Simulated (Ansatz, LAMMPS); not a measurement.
## Relaxing amorphous Ge (61 atoms)

Wanted: the relaxed structure of amorphous Ge (61 atoms) and its electronic structure.

Calculated with Ansatz 0.2.0; Kohn-Sham DFT, PBE, PAW (set soft_2), plane waves.

## 1. The starting structure

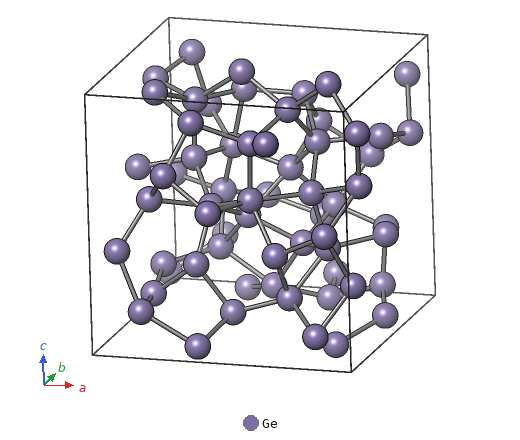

Start, viewed slightly off an axis; germanium purple. Some periodic images of atoms are drawn too.

The cell holds 61 atoms: 61 Ge. Its edges and angles: a = 10.897 Å, b = 10.897 Å, c = 10.897 Å, α = 90.0°, β = 90.0°, γ = 90.0°. 61 atoms (61 Ge) placed at random at 5.68 g/cm³, melted at 3500 K for 10 ps at fixed volume with the Tersoff potential (Tersoff, Phys. Rev. B 39, 5566 (1989)). Quenched from 3500 K to 100 K at 5 K/ps and fixed volume, held 5 ps, then minimised at fixed cell.

Before any run, some limits are plain. The quench rate of 5 K/ps is orders of magnitude faster than experiment, which tends to freeze in extra defects. The network of bonds at the start is that of the classical potential that made the cell. Only the Γ point is sampled, in a cell whose shortest periodic width is 11 Å.

## 2. Making the structure

A classical potential makes the cell, at a small fraction of what the same run would cost in DFT.

This step: classical MD, Tersoff potential (Tersoff, Phys. Rev. B 39, 5566 (1989)) (LAMMPS 22 Jul 2025 - Update 4).

Input file in.lmp:

```
# melt-quench of Ge61
units metal
atom_style atomic
boundary p p p
region box block 0 10.8974 0 10.8974 0 10.8974
create_box 1 box
mass 1 72.6300   # Ge
create_atoms 1 random 61 281316 NULL overlap 1.99 maxtry 2000
pair_style tersoff
pair_coeff * * SiCGe.tersoff Ge
neigh_modify delay 0 every 1 check yes
thermo_style custom step time temp pe press density
thermo_modify norm yes
timestep 0.001
thermo 100
min_style cg
minimize 1e-4 1e-4 200 2000
reset_timestep 0
velocity all create 3500 281317 mom yes dist gaussian
fix lim all nve/limit 0.05
fix lan all langevin 3500 3500 0.1 281318 zero yes
thermo 500
run 1000 post no
unfix lim
unfix lan
thermo 1666
fix md all nvt temp 3500 3500 0.1
run 10000 post no
unfix md
thermo 68000
fix md all nvt temp 3500 100 0.1
run 680000 post no
unfix md
thermo 2500
fix md all nvt temp 100 100 0.1
run 5000 post no
unfix md
thermo 100
min_style cg
minimize 0 1e-3 2000 20000
write_dump all custom glass.dump id type xs ys zs modify sort id
```

Launch:

```bash
$ lmp -in in.lmp -log none -nocite
```

Numbers of over 12 decimals in the logs are rounded to 6 here.

Output:

```text
LAMMPS (22 Jul 2025 - Update 4)
Created orthogonal box = (0 0 0) to (10.8974 10.8974 10.8974)
Created 61 atoms
   Step          Time           Temp          PotEng         Press         Density
         0   0              0             -1.5422882      203154.3       5.6849449
        40   0.04           0             -3.0902606      27739.052      5.6849449
Loop time of 0.00847436 s on 1 MPI rank(s) for 40 steps with 61 atoms
Minimization stats:
  Stopping criterion = energy tolerance
  Energy initial, next-to-last, final =
      -1.5422882209755  -3.08996017621133  -3.09026059643052
  Force two-norm initial, final = 73.217649 2.1718212
  Iterations, force evaluations = 40 60
   Step          Time           Temp          PotEng         Press         Density
         0   0              3500          -3.0902606      50143.505      5.6849449
       500   0.5            4178.2353     -2.846614       45728.852      5.6849449
[... 10 lines left out ...]
[... 1 line left out ...]
Loop time of 1.53932 s on 1 MPI rank(s) for 10000 steps with 61 atoms
   Step          Time           Temp          PotEng         Press         Density
[... 12 lines left out ...]
Loop time of 83.6168 s on 1 MPI rank(s) for 680000 steps with 61 atoms
   Step          Time           Temp          PotEng         Press         Density
[... 3 lines left out ...]
    696000   696            111.03267     -3.5130923      12971.351      5.6849449
Loop time of 0.488328 s on 1 MPI rank(s) for 5000 steps with 61 atoms
   Step          Time           Temp          PotEng         Press         Density
    696000   696            111.03267     -3.5130923      12971.351      5.6849449
    696100   696.1          111.03267     -3.5243906      8904.2048      5.6849449
    696137   696.137        111.03267     -3.5243908      8907.4477      5.6849449
Loop time of 0.0664625 s on 1 MPI rank(s) for 137 steps with 61 atoms
Minimization stats:
  Stopping criterion = force tolerance
  Energy initial, next-to-last, final =
     -3.51309225685706  -3.52439078686904  -3.52439078697166
  Force two-norm initial, final = 4.840048 0.00069212792
  Iterations, force evaluations = 137 642
```

The job ended after 86 s (1 thread of Arm Neoverse V2, shared host; peak memory 0.071 GiB).

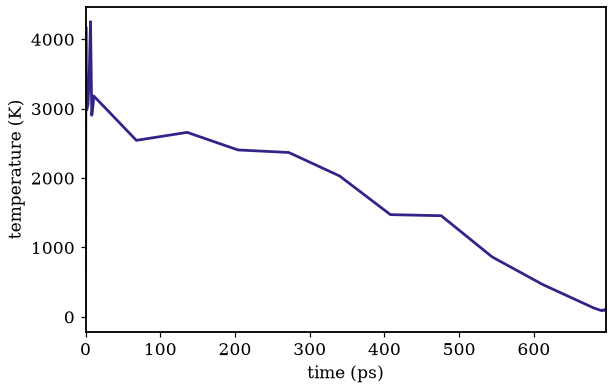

Temperature against time.

## 3. Single point at the start

A single point comes first, to see the forces before anything moves.

Input file input.yaml:

```yaml
crystal:
  lattice:
    - [10.8974, 0.0, 0.0]
    - [0.0, 10.8974, 0.0]
    - [0.0, 0.0, 10.8974]
  atoms:
    - { symbol: Ge, position: [0.47201, 0.23269, 0.12765] }
    - { symbol: Ge, position: [0.61779, 0.69871, 0.83892] }
    - { symbol: Ge, position: [0.37493, 0.96518, 0.35572] }
    - { symbol: Ge, position: [0.9814, 0.20673, 0.85353] }
    - { symbol: Ge, position: [0.68478, 0.25374, 0.18943] }
    - { symbol: Ge, position: [0.93797, 0.6081, 0.72333] }
    - { symbol: Ge, position: [0.51158, 0.59883, 0.12463] }
    - { symbol: Ge, position: [0.30127, 0.61946, 0.254] }
    - { symbol: Ge, position: [0.61244, 0.87321, 0.68162] }
    - { symbol: Ge, position: [0.05829, 0.83717, 0.45508] }
    - { symbol: Ge, position: [0.75089, 0.3469, 0.57008] }
    - { symbol: Ge, position: [0.79438, 0.3868, 0.34919] }
    - { symbol: Ge, position: [0.71707, 0.53366, 0.70938] }
    - { symbol: Ge, position: [0.83584, 0.32287, 0.99982] }
    - { symbol: Ge, position: [0.00417, 0.91035, 0.05271] }
    - { symbol: Ge, position: [0.04158, 0.46876, 0.58663] }
    - { symbol: Ge, position: [0.80137, 0.90214, 0.55829] }
    - { symbol: Ge, position: [0.97877, 0.51019, 0.37842] }
    - { symbol: Ge, position: [0.33877, 0.68654, 0.62582] }
    - { symbol: Ge, position: [0.36234, 0.13261, 0.87569] }
    - { symbol: Ge, position: [0.4066, 0.00716, 0.05844] }
    - { symbol: Ge, position: [0.19197, 0.00309, 0.1788] }
    - { symbol: Ge, position: [0.87673, 0.10477, 0.4816] }
    - { symbol: Ge, position: [0.2688, 0.77102, 0.42215] }
    - { symbol: Ge, position: [0.97917, 0.82566, 0.67426] }
    - { symbol: Ge, position: [0.69243, 0.00654, 0.85301] }
    - { symbol: Ge, position: [0.67407, 0.1316, 0.38543] }
    - { symbol: Ge, position: [0.69998, 0.76531, 0.39909] }
    - { symbol: Ge, position: [0.64221, 0.55708, 0.30856] }
    - { symbol: Ge, position: [0.59488, 0.93985, 0.30023] }
    - { symbol: Ge, position: [0.55624, 0.21581, 0.56678] }
    - { symbol: Ge, position: [0.91137, 0.71747, 0.33866] }
    - { symbol: Ge, position: [0.08305, 0.57862, 0.8961] }
    - { symbol: Ge, position: [0.35164, 0.77214, 0.05613] }
    - { symbol: Ge, position: [0.96818, 0.50841, 0.06601] }
    - { symbol: Ge, position: [0.5673, 0.66101, 0.56252] }
    - { symbol: Ge, position: [0.34426, 0.20233, 0.3113] }
    - { symbol: Ge, position: [0.63489, 0.9551, 0.07425] }
    - { symbol: Ge, position: [0.36848, 0.32459, 0.50086] }
    - { symbol: Ge, position: [0.89108, 0.71785, 0.11712] }
    - { symbol: Ge, position: [0.19856, 0.84006, 0.72967] }
    - { symbol: Ge, position: [0.39836, 0.65748, 0.85508] }
    - { symbol: Ge, position: [0.25769, 0.47387, 0.63575] }
    - { symbol: Ge, position: [0.46063, 0.00706, 0.5714] }
    - { symbol: Ge, position: [0.65682, 0.38124, 0.87316] }
    - { symbol: Ge, position: [0.18628, 0.25711, 0.94529] }
    - { symbol: Ge, position: [0.09047, 0.0495, 0.39037] }
    - { symbol: Ge, position: [0.47006, 0.42066, 0.9954] }
    - { symbol: Ge, position: [0.67896, 0.73842, 0.04804] }
    - { symbol: Ge, position: [0.27506, 0.45349, 0.86491] }
    - { symbol: Ge, position: [0.57134, 0.19106, 0.79355] }
    - { symbol: Ge, position: [0.4433, 0.52382, 0.41298] }
    - { symbol: Ge, position: [0.17684, 0.18245, 0.5559] }
    - { symbol: Ge, position: [0.83626, 0.0876, 0.09936] }
    - { symbol: Ge, position: [0.28097, 0.03902, 0.69472] }
    - { symbol: Ge, position: [0.12918, 0.46854, 0.22068] }
    - { symbol: Ge, position: [0.9511, 0.19976, 0.26949] }
    - { symbol: Ge, position: [0.16212, 0.24513, 0.17566] }
    - { symbol: Ge, position: [0.15858, 0.78298, 0.9424] }
    - { symbol: Ge, position: [0.92121, 0.98601, 0.84771] }
    - { symbol: Ge, position: [0.96486, 0.26076, 0.63594] }
kpoints:
  mp_grid: { grid: [1, 1, 1] }
hamiltonian:
  xc: pbe
scf:
  occupations: { method: fermi_dirac, width: 0.025 }
output:
  forces: true
  stress: true
  populations: intrinsic
  dos:
    method: { smearing: { sigma: 0.15 } }
    de: 0.1
    projected: { site_lists: { Ge: [Ge] } }
  eigenvalues: true
```

Launch:

```bash
$ ansatz run input.yaml --threads 4 --pin off --max-ram 8192MiB --backend cpu --events-out ev --progress --plain --runs-dir out
```

Output:

```text
Engine: ansatz 0.2.0, aarch64-unknown-linux-gnu
Pseudopotentials: kind: paw
Pseudopotential: Ge, paw, valence charge 14, recommended cutoff 420 eV (normal), Ge.paw.azcp
Functional definition: PBE
  parameter kappa = 0.804
  parameter beta = 0.066725
  exchange = pbe_x(kappa = kappa, mu = beta*pi^2/3)
  correlation = pbe_c(beta = beta)
Crystal: 61 atoms, lattice volume = 1294.103 Å³
Basis set: ecut = 420 eV, 25341 PW (Γ), exchange–correlation on 150×150×150 points (8 copies of the dense FFT grid, shifted against one another)
Bands: 513, of which v1, the nominal top of the filled ones, is band 427 counted from 1 (426 counted from 0)
Symmetry: 1 space group operations
Space group: P1 (ITA 1), of the structure as read, at distance tolerance 1.1e-4 Å
k-points: 1
Non-local potential: Ge, projectors of the file, l = 0: 2, l = 1: 2, l = 2: 3, l = 3: 1
PAW form: soft (Blöchl's): semilocal exchange-correlation on the pseudo side does not see the compensation charge
PAW one-centre angular grid: Ge, 590 points (default); XC on 64 Gauss nodes
Initial density: superposition of atomic densities (neutral atoms: chi_scale 0, normalization atom), corrected by the library's trained network
Initial wavefunctions: pseudopotential atomic-orbital guess
Functional: x = pbe(κ = 0.804, μ = 0.219515), c = pbe(β = 0.066725)
SCF iter   1: F=—  HF=-261973.522952 eV  |F-HF|=—  |Δ(HF+E_count)|=         —  Δρ=4.66e-3  dr2=7.90e-1  ethr=1.77e-3  ⟨swp⟩=6.0  Hψ=1817  notcnv=0
preconditioner: auto → LDOS  [metal: Δε(μ)=0.033 eV  Ē_g=22.268 eV  σ=0.025 eV  W_gap=0.31  n_scr=364 (ndim 8)  ℏωp=30.2 eV  f_vac=0.047  D(μ)=46.45/eV (n_scr^D=364)  β→1.0]
SCF iter   2: F=—  HF=-261973.387101 eV  |F-HF|=—  |Δ(HF+E_count)|=   1.36e-1  Δρ=2.64e-3  dr2=1.55e-1  ethr=9.25e-5  ⟨swp⟩=4.0  Hψ=1044  notcnv=0  defer=71
SCF iter   3: F=—  HF=-261973.352532 eV  |F-HF|=—  |Δ(HF+E_count)|=   3.46e-2  Δρ=9.49e-4  dr2=4.18e-2  ethr=1.81e-5  ⟨swp⟩=2.0  Hψ=884  notcnv=0  defer=71
SCF iter   4: F=—  HF=-261973.345879 eV  |F-HF|=—  |Δ(HF+E_count)|=   6.65e-3  Δρ=4.28e-4  dr2=9.93e-3  ethr=4.89e-6  ⟨swp⟩=2.0  Hψ=870  notcnv=0  defer=71
SCF iter   5: F=—  HF=-261973.344654 eV  |F-HF|=—  |Δ(HF+E_count)|=   1.22e-3  Δρ=1.94e-4  dr2=1.66e-3  ethr=1.16e-6  ⟨swp⟩=2.0  Hψ=528  notcnv=0  defer=71
SCF iter   6: F=—  HF=-261973.344357 eV  |F-HF|=—  |Δ(HF+E_count)|=   2.97e-4  Δρ=8.13e-5  dr2=2.96e-4  ethr=1.95e-7  ⟨swp⟩=2.0  Hψ=870  notcnv=0  defer=71
SCF iter   7: F=—  HF=-261973.344292 eV  |F-HF|=—  |Δ(HF+E_count)|=   6.52e-5  Δρ=3.84e-5  dr2=6.40e-5  ethr=3.47e-8  ⟨swp⟩=2.0  Hψ=519  notcnv=0  defer=71
SCF iter   8: F=—  HF=-261973.343358 eV  |F-HF|=—  |Δ(HF+E_count)|=   9.34e-4  Δρ=1.68e-5  dr2=1.39e-5  ethr=7.49e-9  ⟨swp⟩=2.0  Hψ=590  notcnv=0  defer=71
SCF iter   9: F=—  HF=-261973.343357 eV  |F-HF|=—  |Δ(HF+E_count)|=   1.35e-6  Δρ=7.83e-6  dr2=2.58e-6  ethr=1.62e-9  ⟨swp⟩=2.0  Hψ=846  notcnv=0  defer=71
SCF iter  10: F=—  HF=-261973.343357 eV  |F-HF|=—  |Δ(HF+E_count)|=   2.75e-7  Δρ=3.56e-6  dr2=4.37e-7  ethr=3.02e-10  ⟨swp⟩=2.0  Hψ=847  notcnv=0  defer=71
SCF iter  11: F=-261973.343357 eV  HF=-261973.343357 eV  |F-HF|=6.58e-8  |Δ(HF+E_count)|=   2.76e-8  Δρ=1.65e-6  dr2=8.79e-8  ethr=1.17e-11  ⟨swp⟩=9.0  Hψ=1883  notcnv=0
SCF 1 converged in 11 iterations: F = -261973.343357 eV  dr2 = 8.79e-8
  greatest PAW one-centre occupation: 0.998 electrons in one spin orbital (limit 2), on the Ge atom at site 41 (counted from 0), in its partial waves of l = 2
SCF converged after 11 iterations
Free energy (F): -261973.343357 eV
Harris-Foulkes:  -261973.343357 eV  (|F-HF|=6.58e-8)
Internal energy: -261973.244564 eV  (E = F + TS)
E sigma→0 (E₀):  -261973.293960 eV
Entropy (-TS):   -0.098792 eV (-1.620 meV/atom)
Fermi energy:    9.287219 eV
--- Per-component energies (eV) ---
  E_band       = -8389.729821
  E_kinetic    = 6817.029355
  E_local      = -146616.555459  (includes V_loc(G=0)·N_el)
  E_nonlocal   = 25468.029708
  E_hartree    = 64424.089109
  E_xc         = -4627.649498
  E_vxc        = -3962.165163  (∫ρ·V_xc dr)
  E_paw        = -123133.615111  (= ΣΔE_a)
  E_vpaw       = -18944.261864  (= ΣTr[D̂ρ^β])
  E_aug_tail   = 0.018367  (compensation charges beyond the density's cutoff)
  E_ewald      = -84304.591035
  E_smearing   = -0.098792  (= −TS)
  E_closure    = 0.000000  (closes the sum)
  Σ components = -261973.343357   (vs F -261973.343357, Δ=0.00e0)
--- Forces (eV/Å), atoms counted from 1 ---
  atom   1  Ge    -0.01459283     0.01561864    -0.18002630
  atom   2  Ge     0.15001735     0.23732479    -0.45559738
  atom   3  Ge     0.49783030    -0.07934822     0.13077399
  atom   4  Ge     0.03051481     0.11031198     0.05157316
  atom   5  Ge     0.16198425     0.26969073    -0.47207166
  atom   6  Ge    -0.28815742     0.22862896     0.33292293
  atom   7  Ge     0.49896815     0.31321001     0.29317620
  atom   8  Ge    -0.02084169    -0.12480568    -0.38945697
  atom   9  Ge    -0.49751618    -0.33181535     0.34009430
  atom  10  Ge     0.06907013     0.14337628     0.10467029
  atom  11  Ge     0.11962891     0.04085121     0.09904021
  atom  12  Ge     0.40207192     0.31943968    -0.22889037
  atom  13  Ge     0.44834634     0.27967336    -0.12252389
  atom  14  Ge     0.23476409     0.08641636     0.14358640
[...]
atom  60  Ge    -0.15200230    -0.05275678     0.12588749
  atom  61  Ge     0.31668362     0.29631317     0.03359158
  max |Σ_I F_I| component: 3.75e-5 eV/Å
--- Stress (GPa, compression-positive) ---
        6.514341      -0.540154      -1.056100
       -0.540154       6.452271       0.214807
       -1.056100       0.214807       7.922376
  P = ⅓ Tr σ = 6.9630 GPa (69.630 kbar)
--- Band table (eV) ---
  k-point 0: bands = ["-15.7186", "-15.6784", "-15.6605", "-15.6331", [... 497 levels ...], "14.3434", "14.3784", "14.4950", "14.5356", "14.6177", "14.6762", "14.7098", "14.7210", "14.8000", "14.8615", "14.9500", "14.9679"]
--- intrinsic populations: 61 sites ---
  site symbol       q [e]
     0     Ge     14.0568
     1     Ge     13.9643
     2     Ge     14.0419
[...]
60     Ge     14.0180
  spilling = 0.000000 (of n_electrons = 854.000000)
```

Wall time 31 s (4 threads of Arm Neoverse V2, shared host); peak memory 1.9 GiB.

In the SCF lines HF is the Harris–Foulkes energy and dr2 the Hartree energy of the density residual, in eV; the loop may stop once dr2 is under the threshold and the program's other checks hold. Hψ counts applications of the Hamiltonian.

Read from the output:

| Item | Value |
| --- | --- |
| free energy | -261973.3434 eV |
| free energy per atom | -4294.6450 eV/atom |
| SCF cycles | 11 |
| pressure | 6.963 GPa |
| r.m.s. force component | 0.257 eV/Å |
| longest force | 0.809 eV/Å |
| Fermi energy | 9.287 eV |
| levels partly filled by over 2 per cent | 4 |

The r.m.s. force component of 0.26 eV/Å and the pressure of 7.0 GPa set the starting point.

Neighbours are counted within 2.93 Å (Ge-Ge).

Length of the force by element and coordination:

```
element  coordination  atoms  mean length of the force (eV/Å)  spread   least   most
     Ge           all     61                            0.411   0.170  0.0972  0.809
     Ge             4     35                            0.414   0.172   0.126  0.809
     Ge             5     26                            0.408   0.167  0.0972  0.688
```

(Part 1 of 3 ends here.)

[Logs are printed without paths, hosts, clocks, repeated set-up lines and the standing remarks that a program may print on its own settings, such as how far it seeks lower states.]

[Hosts, paths, dates, database ids (printed as entryN), source tags and the programs' standing remarks are cut or masked in the printed files.]
